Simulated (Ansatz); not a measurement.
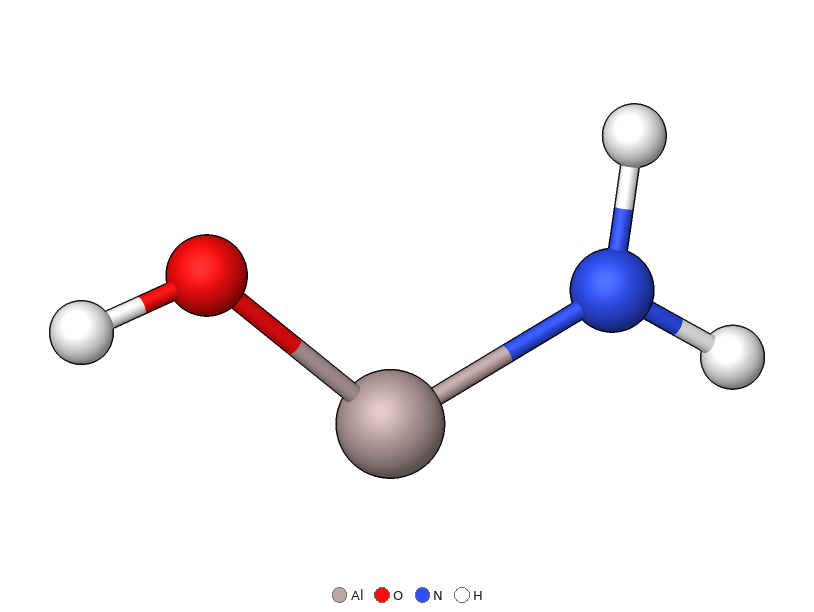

Charge 0, doublet. Harmonic vibrations computed with UKS PBE0-D4/def2-TZVP (Ansatz 0.2.0) at a stationary point of the same level.

> How many imaginary frequencies does it have?

A minimum: no imaginary frequency, and the lowest mode lies at 206 cm⁻¹.

> List the wavenumbers.

12 modes: 206, 266, 316, 361, 598, 661, 754, 878, 1550, 3596, 3701, 3965 cm⁻¹.
